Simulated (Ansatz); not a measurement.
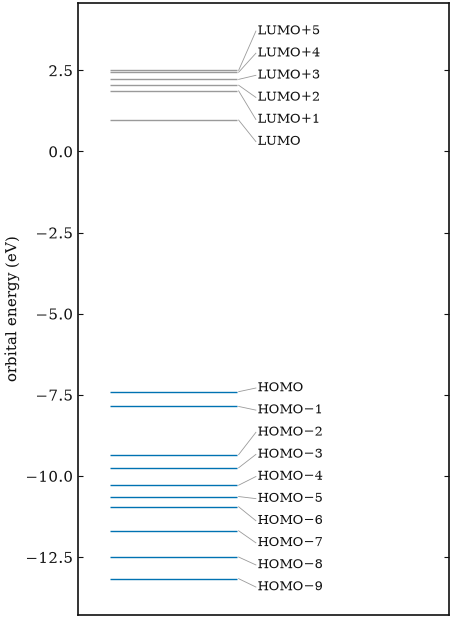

Kohn-Sham orbital energies near the frontier, B3LYP/def2-TZVPP in the Ansatz code 0.2.0, at a PBE0-D4/def2-TZVP geometry (a minimum by its frequencies), isolated molecule; empty levels in grey, levels within 0.03 eV side by side.

Which molecule has this level scheme?
A. CH₄AlNS, SMILES [NH2][AlH][CH]=S, singlet
B. C₅H₁₀, SMILES CC1(C)CC1
C. C₂H₂F₄, SMILES FC(F)C(F)F

Answer. Option B. HOMO −7.40 eV, LUMO 0.97 eV, separation 8.37 eV.

Note: empty levels above zero depend strongly on the basis.
